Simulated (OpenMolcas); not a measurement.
Excited-state calculation of Si3H8 (part 2 of 4)

Continued. System: Si3H8. Method: CASPT2/ANO-R1, sfX2C (OpenMolcas 26.06). The geometry comes from this level: PBE0-D4/def2-TZVP.

Geometry of the input (Å):
```
Si -1.2926  1.3667  -0.5253
Si -0.4626  -0.8073  -0.2963
Si 1.6319  -0.7744  0.7428
H  -2.6258  1.3677  -1.1851
H  -0.3540  2.1804  -1.3441
H  -1.4225  2.0001  0.8146
H  -0.3434  -1.4402  -1.6402
H  -1.4104  -1.6208  0.5164
H  1.5159  -0.1549  2.0904
H  2.5838  0.0318  -0.0680
H  2.1796  -2.1492  0.8948
```

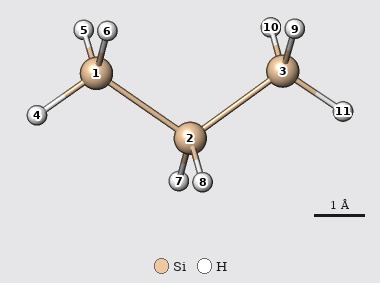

The structure as given in the input (ball-and-stick view, seen at a tilt; atoms are numbered from 1 in the order of the input).

### Log, continued
```
      Expectation values of various properties for root number:  1
      -----------------------------------------------------------

++    Molecular properties:
      ---------------------

      Charge (e):
                      =   -0.0000
      Dipole Moment (debye):
      Origin of the operator (angstrom)=   -0.0361   -0.0630   -0.0231
                   X= -3.4398E-02               Y= -7.6650E-03               Z=  4.2540E-02           Total=  5.5241E-02
      Quadrupole Moment (debye*angstrom):
      Origin of the operator (angstrom)=   -0.0361   -0.0630   -0.0231
                  XX= -4.7053E+01              XY=  1.9707E-01              XZ= -3.5087E-01              YY= -4.7392E+01
                  YZ= -3.3635E-03              ZZ= -4.6779E+01
      In traceless form (debye*angstrom)
                  XX=  3.2506E-02              XY=  2.9561E-01              XZ= -5.2630E-01              YY= -4.7630E-01
                  YZ= -5.0453E-03              ZZ=  4.4379E-01
--

      LoProp population analysis for root number:  1
      -----------------------------------------------

++    LoProp analysis:
      ----------------

++    Static properties:
      ------------------

      LoProp Charges per center

                   SI1      SI2      SI3      H4       H5       H6       H7       H8       H9       H10
      Nuclear     14.0000  14.0000  14.0000   1.0000   1.0000   1.0000   1.0000   1.0000   1.0000   1.0000
      Electronic -13.7657 -13.9586 -13.7694  -1.0674  -1.0702  -1.0686  -1.0550  -1.0443  -1.0682  -1.0648

      Total        0.2343   0.0414   0.2306  -0.0674  -0.0702  -0.0686  -0.0550  -0.0443  -0.0682  -0.0648

                   H11
      Nuclear      1.0000
      Electronic  -1.0678

      Total       -0.0678
--

      Natural Bond Order analysis for root number:  1

++    Natural Bond Order analysis
      ---------------------------
      Based on LoProp computed density
      -------------------------------------------------------------------------------------
      Atom A       Atom B       Bond Order | Atom A       Atom B       Bond Order
        SI1          H4             0.780  |   SI2          H7             0.787
        SI1          H5             0.795  |   SI3          H9             0.794
        SI1          H6             0.795  |   SI3          H10            0.785
        SI3          H11            0.791  |
      -------------------------------------------------------------------------------------
      NBO located     11.053 electrons involved in    7 bonds.
      NBO located      0.974 non-bonded electrons on atom SI1
      NBO located      1.000 non-bonded electrons on atom SI1
      NBO located      0.999 non-bonded electrons on atom SI1
      NBO located      0.992 non-bonded electrons on atom SI1
      NBO located      0.992 non-bonded electrons on atom SI1
      NBO located      0.985 non-bonded electrons on atom SI2
      NBO located      1.000 non-bonded electrons on atom SI2
      NBO located      1.000 non-bonded electrons on atom SI2
      NBO located      0.999 non-bonded electrons on atom SI2
      NBO located      0.999 non-bonded electrons on atom SI2
      NBO located      0.975 non-bonded electrons on atom SI3
      NBO located      1.000 non-bonded electrons on atom SI3
      NBO located      0.999 non-bonded electrons on atom SI3
      NBO located      0.993 non-bonded electrons on atom SI3
      NBO located      0.992 non-bonded electrons on atom SI3
      The remaining    2.926 electrons are to be considered as diffuse
--

--

      Von Neumann Entropy (Root   2) =  1.61504

      Mulliken population analysis for root number:  2
      -----------------------------------------------

++    Molecular charges:
      ------------------

      Mulliken charges per centre
      ---------------------------

                SI1     SI2     SI3     H4      H5      H6      H7      H8      H9      H10     H11
      Total   14.1158 14.1635 14.1256  0.9712  0.9469  0.9473  0.9533  0.9007  0.9475  0.9301  0.9983

      N-E     -0.1158 -0.1635 -0.1256  0.0288  0.0531  0.0527  0.0467  0.0993  0.0525  0.0699  0.0017

      Total electronic charge=   50.000000

      Total            charge=   -0.000000
--

      Expectation values of various properties for root number:  2
      -----------------------------------------------------------

++    Molecular properties:
      ---------------------

      Charge (e):
                      =   -0.0000
      Dipole Moment (debye):
      Origin of the operator (angstrom)=   -0.0361   -0.0630   -0.0231
                   X= -4.1669E-01               Y= -2.5669E-02               Z= -3.2713E-02           Total=  4.1876E-01
      Quadrupole Moment (debye*angstrom):
      Origin of the operator (angstrom)=   -0.0361   -0.0630   -0.0231
                  XX= -4.9508E+01              XY=  1.6663E+00              XZ= -1.3438E+00              YY= -4.9471E+01
                  YZ=  2.9340E-01              ZZ= -4.8161E+01
      In traceless form (debye*angstrom)
                  XX= -6.9193E-01              XY=  2.4995E+00              XZ= -2.0156E+00              YY= -6.3679E-01
                  YZ=  4.4011E-01              ZZ=  1.3287E+00
--

      LoProp population analysis for root number:  2
      -----------------------------------------------

++    LoProp analysis:
      ----------------

++    Static properties:
      ------------------

      LoProp Charges per center

                   SI1      SI2      SI3      H4       H5       H6       H7       H8       H9       H10
      Nuclear     14.0000  14.0000  14.0000   1.0000   1.0000   1.0000   1.0000   1.0000   1.0000   1.0000
      Electronic -13.7755 -13.8090 -13.7849  -1.1158  -1.0687  -1.0652  -1.0829  -1.0383  -1.0661  -1.0554

      Total        0.2245   0.1910   0.2151  -0.1158  -0.0687  -0.0652  -0.0829  -0.0383  -0.0661  -0.0554

                   H11
      Nuclear      1.0000
      Electronic  -1.1383

      Total       -0.1383
--

      Natural Bond Order analysis for root number:  2

++    Natural Bond Order analysis
      ---------------------------
      Based on LoProp computed density
      -------------------------------------------------------------------------------------
      Atom A       Atom B       Bond Order | Atom A       Atom B       Bond Order
        SI1          H5             0.782  |   SI1          H6             0.785
        SI3          H9             0.783  |
      -------------------------------------------------------------------------------------
      NBO located      4.699 electrons involved in    3 bonds.
      NBO located      0.979 non-bonded electrons on atom SI1
      NBO located      1.000 non-bonded electrons on atom SI1
      NBO located      1.000 non-bonded electrons on atom SI1
      NBO located      0.999 non-bonded electrons on atom SI1
      NBO located      0.992 non-bonded electrons on atom SI1
      NBO located      0.998 non-bonded electrons on atom SI2
      NBO located      1.000 non-bonded electrons on atom SI2
      NBO located      1.000 non-bonded electrons on atom SI2
      NBO located      1.000 non-bonded electrons on atom SI2
      NBO located      0.999 non-bonded electrons on atom SI2
      NBO located      0.986 non-bonded electrons on atom SI3
      NBO located      0.998 non-bonded electrons on atom SI3
      NBO located      1.000 non-bonded electrons on atom SI3
      NBO located      1.000 non-bonded electrons on atom SI3
      NBO located      1.000 non-bonded electrons on atom SI3
      The remaining    8.787 electrons are to be considered as diffuse
--

--

      Von Neumann Entropy (Root   3) =  1.55278

      Mulliken population analysis for root number:  3
      -----------------------------------------------

++    Molecular charges:
      ------------------

      Mulliken charges per centre
      ---------------------------

                SI1     SI2     SI3     H4      H5      H6      H7      H8      H9      H10     H11
      Total   14.1515 14.1875 14.1251  0.9905  0.9379  0.9447  0.9349  0.8445  0.9465  0.9195  1.0173

      N-E     -0.1515 -0.1875 -0.1251  0.0095  0.0621  0.0553  0.0651  0.1555  0.0535  0.0805 -0.0173

      Total electronic charge=   50.000000

      Total            charge=   -0.000000
--

      Expectation values of various properties for root number:  3
      -----------------------------------------------------------

++    Molecular properties:
      ---------------------

      Charge (e):
                      =   -0.0000
      Dipole Moment (debye):
      Origin of the operator (angstrom)=   -0.0361   -0.0630   -0.0231
                   X= -3.5629E-01               Y= -5.5233E-01               Z=  6.6479E-02           Total=  6.6063E-01
      Quadrupole Moment (debye*angstrom):
      Origin of the operator (angstrom)=   -0.0361   -0.0630   -0.0231
                  XX= -5.0214E+01              XY=  5.2865E+00              XZ= -2.6777E+00              YY= -4.8700E+01
                  YZ=  9.9902E-01              ZZ= -4.8428E+01
      In traceless form (debye*angstrom)
                  XX= -1.6506E+00              XY=  7.9298E+00              XZ= -4.0166E+00              YY=  6.2102E-01
                  YZ=  1.4985E+00              ZZ=  1.0296E+00
--

      LoProp population analysis for root number:  3
      -----------------------------------------------

++    LoProp analysis:
      ----------------

++    Static properties:
      ------------------

      LoProp Charges per center

                   SI1      SI2      SI3      H4       H5       H6       H7       H8       H9       H10
      Nuclear     14.0000  14.0000  14.0000   1.0000   1.0000   1.0000   1.0000   1.0000   1.0000   1.0000
      Electronic -13.7953 -13.8761 -13.7778  -1.1378  -1.0587  -1.0628  -1.0656  -0.9622  -1.0656  -1.0395

      Total        0.2047   0.1239   0.2222  -0.1378  -0.0587  -0.0628  -0.0656   0.0378  -0.0656  -0.0395

                   H11
      Nuclear      1.0000
      Electronic  -1.1586

      Total       -0.1586
--

      Natural Bond Order analysis for root number:  3

++    Natural Bond Order analysis
      ---------------------------
      Based on LoProp computed density
      -------------------------------------------------------------------------------------
      Atom A       Atom B       Bond Order | Atom A       Atom B       Bond Order
        SI1          H5             0.777  |   SI1          H6             0.783
        SI3          H9             0.783  |
      -------------------------------------------------------------------------------------
      NBO located      4.685 electrons involved in    3 bonds.
      NBO located      0.978 non-bonded electrons on atom SI1
      NBO located      1.000 non-bonded electrons on atom SI1
      NBO located      1.000 non-bonded electrons on atom SI1
      NBO located      0.999 non-bonded electrons on atom SI1
      NBO located      0.992 non-bonded electrons on atom SI1
      NBO located      0.998 non-bonded electrons on atom SI2
      NBO located      1.000 non-bonded electrons on atom SI2
      NBO located      1.000 non-bonded electrons on atom SI2
      NBO located      1.000 non-bonded electrons on atom SI2
      NBO located      0.999 non-bonded electrons on atom SI2
      NBO located      0.985 non-bonded electrons on atom SI3
      NBO located      0.998 non-bonded electrons on atom SI3
      NBO located      1.000 non-bonded electrons on atom SI3
      NBO located      1.000 non-bonded electrons on atom SI3
      NBO located      0.999 non-bonded electrons on atom SI3
      The remaining    8.776 electrons are to be considered as diffuse
--

--

      Average orbitals are written to the RASORB file
      Natural orbitals for root   1 are written to the RASORB.1 file
      Natural orbitals for root   2 are written to the RASORB.2 file
      Natural orbitals for root   3 are written to the RASORB.3 file
      Spin density orbitals for root   1 are written to the SPDORB.1 file
      Spin density orbitals for root   2 are written to the SPDORB.2 file
      Spin density orbitals for root   3 are written to the SPDORB.3 file

--- Stop Module: rasscf /rc=_RC_ALL_IS_WELL_ ---
           step3.RasOrb.3 step3.rasscf.h5 step3.SpdOrb.1 step3.SpdOrb.2 step3.SpdOrb.3 xmldump
--- Module rasscf spent 17 seconds ---

--- Start Module: caspt2 ---

                                              &CASPT2

                       available to each process: 1.9 GB of memory, 1 thread

++    Wave function specifications:
      -----------------------------

      Number of closed shell electrons          28
      Number of electrons in active shells      10
      Max number of holes in RAS1 space          0
      Max number of electrons in RAS3 space      0
      Number of inactive orbitals               14
      Number of active orbitals                 10
      Number of secondary orbitals              64
      Spin quantum number                      0.0
      State symmetry                             1
      Number of CSFs                         19404
      Number of CASSCF root(s) available         3
      CASPT2 state passed to geometry opt.       3
      A file JOBMIX will be created
      This is a MULTI-STATE CASSCF reference
      Number of CI roots used                    3
      These are:                                 1   2   3
      Off-diagonal elements of Heff are computed
--

++    Orbital specifications:
      -----------------------

      Symmetry species                           1
                                                 a
      Frozen orbitals                            6
      Inactive orbitals                         14
      Active orbitals                           10
      Secondary orbitals                        64
      Deleted orbitals                           0
      Number of basis functions                 94
--

++    CASPT2 specifications:
      ----------------------

      Type of calculation                        MS-CASPT2
      Fock operator                              state-specific
      IPEA shift                                 0.25
      Real shift                                 0.00
      Imaginary shift                            0.20
      The input orbitals will be transformed to quasi-canonical
--

--------------------------------------------------------------------------------
 Estimated memory requirements:
  POLY3 :                  3551880
  RHS:                      863376
  SIGMA :                  1414800
  PRPCTL:                        0
 Available workspace:    232431745

++ CASPT2 computation for group   1

********************************************************************************
 Multi-State initialization phase begins for group   1
--------------------------------------------------------------------------------
********************************************************************************
 Compute H0 matrices for state    1
--------------------------------------------------------------------------------
--------------------------------------------------------------------------------
 H0 matrices have been computed.

********************************************************************************
  CASPT2 EQUATION SOLUTION
--------------------------------------------------------------------------------

  Total nr of CASPT2 parameters:
   Before reduction:     1572926
   After  reduction:     1571250

 Variance of |WF0>:       1.8849378721

 The contributions to the second order correlation energy in atomic units.
-----------------------------------------------------------------------------------------------------------------------------
  IT.      VJTU        VJTI        ATVX        AIVX        VJAI        BVAT        BJAT        BJAI        TOTAL       RNORM
-----------------------------------------------------------------------------------------------------------------------------
   1    -0.002054   -0.001402   -0.023082   -0.020263   -0.019307   -0.061702   -0.060707   -0.182497   -0.371015    0.013330
   2    -0.002110   -0.001451   -0.023473   -0.020590   -0.019487   -0.062136   -0.060964   -0.182887   -0.373097    0.002401
   3    -0.002111   -0.001453   -0.023463   -0.020584   -0.019491   -0.062136   -0.060940   -0.182849   -0.373027    0.000532
   4    -0.002111   -0.001454   -0.023454   -0.020577   -0.019486   -0.062121   -0.060930   -0.182835   -0.372968    0.000109
   5    -0.002111   -0.001454   -0.023454   -0.020577   -0.019486   -0.062122   -0.060931   -0.182837   -0.372971    0.000024
   6    -0.002111   -0.001454   -0.023454   -0.020577   -0.019486   -0.062122   -0.060932   -0.182837   -0.372974    0.000005
   7    -0.002111   -0.001454   -0.023454   -0.020577   -0.019486   -0.062122   -0.060932   -0.182837   -0.372974    0.000001
-----------------------------------------------------------------------------------------------------------------------------
```
